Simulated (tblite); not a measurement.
C₆H₁₄N₂Si₂: geometry relaxation (part 1 of 4)

- system: C₆H₁₄N₂Si₂
- method: GFN2-xTB geometry optimisation, gas phase (tblite 0.8.0)

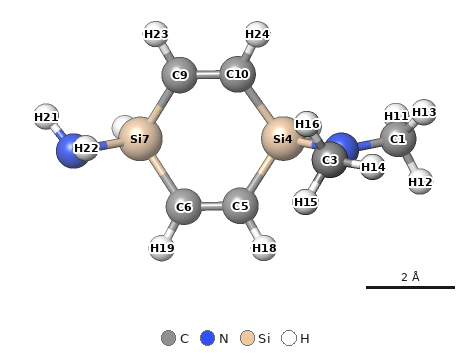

Fig. 1: The starting structure (ball-and-stick view, seen at a tilt; atoms are numbered from 1 in the order of the input).

Summary

```tsv
quantity	value
outcome	converged
total energy	−795.5036 eV
hardware	1 CPU thread, shared host
wall time	2 s
peak memory	0.18 GiB
```

The input
```
{"job": {"kind": "relax", "xc": "GFN2-xTB", "basis": "xTB"}, "charge": 0, "multiplicity": 1}
C     -3.309300    -0.472700     0.170300
N     -2.117700     0.195500    -0.136400
C     -2.098200     1.561800    -0.402000
Si    -0.620800    -0.652200     0.131000
C      0.348900    -0.732600    -1.420000
C      1.652800    -0.714200    -1.468400
Si     2.684000    -0.611800     0.058000
N      4.017400     0.561400    -0.285800
C      1.712400    -0.043400     1.513700
C      0.374000    -0.055800     1.557000
H     -3.085900    -1.406700     0.720800
H     -3.788200    -0.789500    -0.784600
H     -4.003400     0.169400     0.768700
H     -3.152400     1.906000    -0.556100
H     -1.600300     1.806100    -1.383600
H     -1.661900     2.235500     0.383400
H     -0.952600    -2.065900     0.458300
H     -0.207800    -0.796100    -2.371500
H      2.151500    -0.755700    -2.423000
H      3.282700    -1.938900     0.336900
H      4.694900     0.451400     0.490800
H      3.572200     1.513700    -0.244900
H      2.218500     0.350500     2.426700
H     -0.122400     0.304100     2.468100
```

The first line tells a small driver script what to run in tblite; the rest is the geometry in Å.

Launch command:
```bash
OMP_NUM_THREADS=1 python <driver script> task.json out
```

Log
```
step      E/eV     max force
  0    -794.74051    2.765
  1    -795.07099    1.039
  2    -795.14099    0.642
  3    -795.18089    0.600
  4    -795.21706    0.511
  5    -795.23964    0.262
  6    -795.24937    0.257
  7    -795.25993    0.318
  8    -795.27010    0.371
  9    -795.28158    0.306
 10    -795.29212    0.237
 11    -795.30182    0.209
 12    -795.31207    0.250
 13    -795.32415    0.292
 14    -795.33569    0.227
 15    -795.34429    0.170
 16    -795.35007    0.172
 17    -795.35478    0.149
 18    -795.35844    0.141
 19    -795.36068    0.088
 20    -795.36208    0.077
 21    -795.36329    0.075
 22    -795.36462    0.088
 23    -795.36604    0.075
 24    -795.36738    0.074
 25    -795.36871    0.087
 26    -795.37024    0.101
 27    -795.37217    0.104
 28    -795.37441    0.106
 29    -795.37659    0.096
 30    -795.37852    0.110
 31    -795.38047    0.129
 32    -795.38260    0.132
 33    -795.38456    0.111
 34    -795.38606    0.087
 35    -795.38717    0.103
 36    -795.38823    0.107
 37    -795.38940    0.099
 38    -795.39071    0.099
 39    -795.39190    0.096
 40    -795.39291    0.083
 41    -795.39380    0.089
 42    -795.39447    0.060
 43    -795.39493    0.047
 44    -795.39533    0.061
 45    -795.39589    0.072
 46    -795.39674    0.079
 47    -795.39784    0.088
 48    -795.39898    0.088
 49    -795.39996    0.082
 50    -795.40099    0.092
 51    -795.40218    0.108
 52    -795.40387    0.122
 53    -795.40575    0.110
 54    -795.40797    0.120
 55    -795.41044    0.123
 56    -795.41383    0.125
 57    -795.41631    0.192
 58    -795.42067    0.161
 59    -795.42404    0.141
 60    -795.43158    0.155
 61    -795.43537    0.169
 62    -795.44311    0.220
 63    -795.44648    0.171
 64    -795.45164    0.169
 65    -795.45511    0.167
 66    -795.45792    0.104
 67    -795.46138    0.113
 68    -795.46376    0.125
 69    -795.46585    0.121
 70    -795.46780    0.120
 71    -795.46955    0.097
 72    -795.47135    0.089
 73    -795.47280    0.081
 74    -795.47470    0.085
 75    -795.47640    0.078
 76    -795.47777    0.085
 77    -795.47899    0.085
 78    -795.48006    0.076
 79    -795.48097    0.063
 80    -795.48176    0.057
 81    -795.48249    0.062
 82    -795.48316    0.063
 83    -795.48379    0.061
 84    -795.48440    0.054
 85    -795.48503    0.061
 86    -795.48567    0.058
 87    -795.48616    0.066
 88    -795.48647    0.044
 89    -795.48673    0.035
 90    -795.48703    0.037
 91    -795.48736    0.047
 92    -795.48765    0.040
 93    -795.48794    0.034
 94    -795.48828    0.038
 95    -795.48873    0.056
 96    -795.48916    0.058
 97    -795.48944    0.033
 98    -795.48960    0.023
 99    -795.48977    0.028
100    -795.48999    0.045
101    -795.49024    0.045
102    -795.49046    0.032
103    -795.49065    0.029
104    -795.49087    0.032
105    -795.49116    0.050
106    -795.49149    0.052
107    -795.49178    0.036
108    -795.49199    0.028
109    -795.49217    0.036
110    -795.49233    0.036
111    -795.49247    0.024
112    -795.49259    0.024
113    -795.49270    0.027
114    -795.49289    0.051
115    -795.49322    0.069
116    -795.49367    0.066
117    -795.49413    0.041
118    -795.49452    0.040
119    -795.49489    0.055
120    -795.49533    0.074
121    -795.49584    0.062
122    -795.49619    0.037
123    -795.49642    0.031
124    -795.49660    0.040
125    -795.49685    0.044
126    -795.49705    0.038
127    -795.49721    0.035
128    -795.49733    0.028
129    -795.49747    0.025
130    -795.49765    0.029
131    -795.49784    0.032
132    -795.49800    0.029
133    -795.49811    0.021
134    -795.49821    0.021
135    -795.49832    0.020
136    -795.49845    0.022
137    -795.49861    0.025
138    -795.49882    0.029
139    -795.49906    0.030
140    -795.49930    0.028
141    -795.49949    0.037
142    -795.49969    0.035
143    -795.49987    0.029
144    -795.50001    0.030
145    -795.50013    0.024
146    -795.50025    0.023
147    -795.50038    0.023
148    -795.50055    0.024
149    -795.50076    0.026
150    -795.50098    0.036
151    -795.50117    0.037
152    -795.50134    0.032
153    -795.50150    0.029
154    -795.50166    0.027
155    -795.50181    0.021
156    -795.50194    0.021
157    -795.50205    0.023
158    -795.50215    0.018
159    -795.50223    0.016
160    -795.50228    0.014
161    -795.50232    0.012
162    -795.50235    0.013
163    -795.50240    0.013
164    -795.50246    0.016
165    -795.50253    0.018
166    -795.50261    0.020
167    -795.50269    0.021
168    -795.50276    0.018
169    -795.50282    0.013
170    -795.50287    0.017
171    -795.50292    0.019
172    -795.50298    0.017
173    -795.50303    0.016
174    -795.50308    0.013
175    -795.50311    0.011
176    -795.50315    0.015
177    -795.50320    0.014
178    -795.50327    0.020
179    -795.50333    0.017
180    -795.50337    0.013
181    -795.50342    0.013
182    -795.50347    0.013
183    -795.50351    0.015
184    -795.50354    0.013
185    -795.50356    0.011
186    -795.50358    0.010
```

Trajectory as extended XYZ (Å, eV, eV/Å), 34 of the 187 frames kept, from step=0 to step=186
```
24
Properties=species:S:1:pos:R:3:forces:R:3 step=0 energy=-794.74051
C    -3.3093   -0.4727    0.1703   -1.4460  -0.5910   0.0820
N    -2.1177    0.1955   -0.1364    2.3790  -1.2360   0.6280
C    -2.0982    1.5618   -0.4020   -1.0050   2.3210  -1.1160
Si   -0.6208   -0.6522    0.1310   -1.4240  -0.6490   0.2070
C     0.3489   -0.7326   -1.4200   -1.1780   0.1270  -1.4700
C     1.6528   -0.7142   -1.4684    1.0290   0.1100  -0.3830
Si    2.6840   -0.6118    0.0580    1.9130   0.1670  -0.3960
N     4.0174    0.5614   -0.2858   -1.2400  -0.0650   1.1730
C     1.7124   -0.0434    1.5137   -0.7560   0.5890   1.6100
C     0.3740   -0.0558    1.5570    0.7630   0.5810   0.8590
H    -3.0859   -1.4067    0.7208   -0.3010   0.6350  -0.1430
H    -3.7882   -0.7895   -0.7846   -0.2910   0.2240   0.4900
H    -4.0034    0.1694    0.7687    0.3210  -0.5620  -0.4140
H    -3.1524    1.9060   -0.5561    0.5740  -0.0760   0.1970
H    -1.6003    1.8061   -1.3836   -0.0730  -0.2610   0.8240
H    -1.6619    2.2355    0.3834   -0.1380  -0.6540  -0.3960
H    -0.9526   -2.0659    0.4583   -0.0780   0.1190  -0.0230
H    -0.2078   -0.7961   -2.3715    0.1380   0.0220   0.4080
H     2.1515   -0.7557   -2.4230    0.1990  -0.0440  -0.1670
H     3.2827   -1.9389    0.3369   -0.0050   0.1950  -0.0070
H     4.6949    0.4514    0.4908   -0.4380   0.5520  -0.8440
H     3.5722    1.5137   -0.2449    1.0360  -1.0560  -0.0200
H     2.2185    0.3505    2.4267   -0.0760  -0.3530  -0.7540
H    -0.1224    0.3041    2.4681    0.0990  -0.0970  -0.3460
24
Properties=species:S:1:pos:R:3:forces:R:3 step=6 energy=-795.24937
C    -3.3275   -0.4755    0.1558   -0.2310  -0.0660   0.0910
N    -2.0795    0.1862   -0.0828   -0.1040  -0.1000   0.0120
C    -2.1328    1.5887   -0.4300    0.0680   0.0020   0.0320
Si   -0.6248   -0.7014    0.1423   -0.0100  -0.0090  -0.0400
C     0.3454   -0.7164   -1.4648   -0.0170  -0.0360  -0.0270
C     1.6729   -0.6979   -1.4949   -0.0320  -0.0090  -0.0250
Si    2.7026   -0.6243    0.0718    0.0910   0.0810  -0.0410
N     3.9628    0.5361   -0.2157    0.1120   0.0880   0.0590
C     1.7087   -0.0392    1.5551   -0.0080  -0.0320   0.1160
C     0.3824   -0.0317    1.5802   -0.1290  -0.0470   0.0440
H    -3.1327   -1.3779    0.7251   -0.1030  -0.0960  -0.0200
H    -3.8424   -0.7643   -0.7686    0.0170   0.1050  -0.0610
H    -4.0032    0.1415    0.7467   -0.0940   0.1490   0.0410
H    -3.1671    1.9190   -0.5509    0.1170  -0.1150  -0.0300
H    -1.5856    1.7971   -1.3545   -0.0720  -0.1030  -0.0160
H    -1.6720    2.1942    0.3556   -0.0200   0.0580   0.0620
H    -0.9790   -2.0975    0.4671   -0.0340   0.0390  -0.0160
H    -0.2209   -0.7932   -2.3917    0.0730   0.0590   0.0370
H     2.1865   -0.7561   -2.4490    0.0630   0.0590   0.0400
H     3.3069   -1.9322    0.3415    0.0930  -0.0270   0.0220
H     4.7218    0.5087    0.4455    0.1650  -0.0520  -0.0250
H     3.6484    1.4954   -0.2614    0.0200   0.0110  -0.1540
H     2.2545    0.3421    2.4159    0.0460  -0.0330  -0.0290
H    -0.1372    0.3182    2.4694   -0.0110   0.0730  -0.0720
24
Properties=species:S:1:pos:R:3:forces:R:3 step=11 energy=-795.30182
C    -3.3820   -0.4731    0.1707    0.0940   0.0850  -0.0570
N    -2.1070    0.1599   -0.0503    0.1080  -0.0170   0.0730
C    -2.1266    1.5606   -0.4153   -0.0900  -0.0420  -0.0220
Si   -0.6350   -0.7178    0.1387    0.0000   0.0850   0.0180
C     0.3540   -0.7179   -1.4717    0.0700   0.0390   0.0780
C     1.6850   -0.6903   -1.4950    0.0120   0.0280   0.1250
Si    2.7236   -0.6134    0.0821   -0.0660  -0.0820   0.0200
N     3.9858    0.5455   -0.1783    0.0570  -0.0310  -0.1470
C     1.7020   -0.0629    1.5729    0.0100   0.0270  -0.0890
C     0.3715   -0.0413    1.5885    0.0880   0.0290  -0.0820
H    -3.2109   -1.3986    0.7187   -0.1740   0.0970  -0.0620
H    -3.8731   -0.7146   -0.7808   -0.0710   0.0310   0.0530
H    -4.0426    0.1761    0.7535    0.0110  -0.0820   0.0040
H    -3.1522    1.8887   -0.5609   -0.1250   0.0100   0.0080
H    -1.5933    1.7496   -1.3510    0.0930  -0.1100   0.0490
H    -1.6812    2.1906    0.3635    0.0260  -0.0930  -0.0210
H    -1.0065   -2.1039    0.4643   -0.0280  -0.0450  -0.0180
H    -0.2086   -0.7708   -2.4049    0.1080   0.0120   0.0950
H     2.2203   -0.7307   -2.4435   -0.0970   0.0570   0.1290
H     3.3504   -1.9213    0.3475    0.0300   0.0950  -0.0220
H     4.7970    0.5204    0.4174   -0.0200   0.0110  -0.0110
H     3.6970    1.5007   -0.3252    0.0890  -0.0010  -0.0160
H     2.2802    0.3281    2.4126   -0.1910  -0.0470  -0.0120
H    -0.1597    0.3559    2.4540    0.0660  -0.0580  -0.0930
24
Properties=species:S:1:pos:R:3:forces:R:3 step=17 energy=-795.35478
C    -3.4344   -0.4540    0.1730   -0.0300  -0.0010  -0.0040
N    -2.1328    0.1343    0.0087   -0.1010   0.0300  -0.0160
C    -2.1398    1.5206   -0.4064    0.0320  -0.0500   0.0230
Si   -0.6529   -0.7343    0.1409   -0.1110  -0.0800   0.0590
C     0.3736   -0.7023   -1.4353   -0.0090   0.0120   0.0040
C     1.7012   -0.6670   -1.4475    0.0820   0.0510   0.0340
Si    2.7618   -0.6004    0.0987    0.1260   0.0040   0.0800
N     4.0355    0.5411   -0.2018    0.0100  -0.0490  -0.0640
C     1.7012   -0.0741    1.5623    0.0610   0.0330  -0.0360
C     0.3728   -0.0397    1.5537    0.0430   0.0160  -0.0020
H    -3.3506   -1.4029    0.6924    0.0640  -0.0620  -0.0010
H    -3.9269   -0.6365   -0.7901   -0.0170   0.0430  -0.0290
H    -4.0782    0.1994    0.7685   -0.0040   0.0110   0.0140
H    -3.1649    1.8518   -0.5710    0.0690   0.0330  -0.0320
H    -1.5729    1.6544   -1.3307   -0.0250   0.0350  -0.0090
H    -1.6871    2.1550    0.3628   -0.0230   0.0130  -0.0290
H    -1.0432   -2.1169    0.4501   -0.0080  -0.0660   0.0080
H    -0.1520   -0.7399   -2.3818   -0.1070  -0.0010  -0.0980
H     2.2273   -0.6764   -2.3945    0.0210   0.0260  -0.0700
H     3.4225   -1.8898    0.3496    0.0220   0.0210   0.0080
H     4.8587    0.5258    0.3794   -0.0760  -0.0160  -0.0150
H     3.7830    1.4961   -0.4063    0.0230  -0.0450  -0.0040
H     2.2403    0.3039    2.4251    0.0000   0.0650   0.0930
H    -0.1538    0.3716    2.4078   -0.0440  -0.0230   0.0880
24
Properties=species:S:1:pos:R:3:forces:R:3 step=23 energy=-795.36604
C    -3.4514   -0.4519    0.1730    0.0080  -0.0130  -0.0110
N    -2.1442    0.1263    0.0151    0.0110   0.0190  -0.0110
C    -2.1382    1.5101   -0.4058    0.0140   0.0310  -0.0280
Si   -0.6629   -0.7486    0.1500   -0.0030  -0.0430  -0.0250
C     0.3753   -0.6983   -1.4290   -0.0440  -0.0060   0.0440
C     1.7054   -0.6509   -1.4361   -0.0590  -0.0110  -0.0240
Si    2.7777   -0.5967    0.1081   -0.0440   0.0420  -0.0330
N     4.0568    0.5267   -0.2335   -0.0010  -0.0140   0.0190
C     1.7094   -0.0590    1.5656   -0.0490   0.0040   0.0320
C     0.3790   -0.0414    1.5539   -0.0490  -0.0490  -0.0040
H    -3.3652   -1.4113    0.6744    0.0010  -0.0260  -0.0120
H    -3.9463   -0.6106   -0.7934   -0.0110   0.0160  -0.0150
H    -4.0913    0.1983    0.7782    0.0310  -0.0220   0.0230
H    -3.1547    1.8567   -0.5851   -0.0150  -0.0170   0.0050
H    -1.5713    1.6411   -1.3298    0.0450  -0.0010  -0.0170
H    -1.6896    2.1514    0.3591    0.0120  -0.0110   0.0040
H    -1.0540   -2.1402    0.4510    0.0240   0.0710  -0.0040
H    -0.1558   -0.7315   -2.3796    0.0270   0.0100   0.0580
H     2.2282   -0.6512   -2.3878    0.0100   0.0370   0.0060
H     3.4475   -1.8801    0.3567   -0.0010  -0.0040   0.0250
H     4.8597    0.5196    0.3746    0.0170  -0.0090  -0.0030
H     3.8032    1.4832   -0.4293    0.0060  -0.0220  -0.0400
H     2.2254    0.3204    2.4441    0.0490   0.0510  -0.0070
H    -0.1545    0.3577    2.4134    0.0200  -0.0330   0.0170
24
Properties=species:S:1:pos:R:3:forces:R:3 step=28 energy=-795.37441
C    -3.4547   -0.4521    0.1673   -0.0160  -0.0080  -0.0050
N    -2.1452    0.1238    0.0060   -0.0030  -0.0490  -0.0060
C    -2.1294    1.5091   -0.4162   -0.0070  -0.0480   0.0100
Si   -0.6701   -0.7614    0.1600    0.0240   0.0870   0.0320
C     0.3652   -0.7002   -1.4147    0.0520   0.0310  -0.0360
C     1.6941   -0.6389   -1.4303    0.0440   0.0410   0.0460
Si    2.7696   -0.5840    0.1122    0.0060  -0.0450   0.0480
N     4.0713    0.5045   -0.2509   -0.0340   0.0340   0.0270
C     1.7052   -0.0427    1.5759    0.0130   0.0070  -0.0460
C     0.3739   -0.0687    1.5718    0.0280   0.0560   0.0370
H    -3.3714   -1.4273    0.6399    0.0340   0.0090  -0.0310
H    -3.9672   -0.5807   -0.7950    0.0290   0.0220  -0.0160
H    -4.0885    0.1783    0.7997    0.0580   0.0180   0.0270
H    -3.1454    1.8567   -0.6009    0.0230  -0.0120  -0.0100
H    -1.5517    1.6337   -1.3359    0.0040   0.0080   0.0290
H    -1.6846    2.1460    0.3551    0.0040  -0.0040  -0.0250
H    -1.0563   -2.1445    0.4551   -0.0420  -0.0880   0.0250
H    -0.1662   -0.7194   -2.3624   -0.0340  -0.0040  -0.0180
H     2.2245   -0.6063   -2.3786   -0.0700  -0.0070   0.0160
H     3.4565   -1.8578    0.3758   -0.0660  -0.0140   0.0150
H     4.8658    0.5081    0.3686    0.0030  -0.0060  -0.0110
H     3.8245    1.4562   -0.4736    0.0380   0.0320  -0.0510
H     2.2262    0.3644    2.4438   -0.0590  -0.0310  -0.0820
H    -0.1580    0.3230    2.4349   -0.0280  -0.0300   0.0290
```
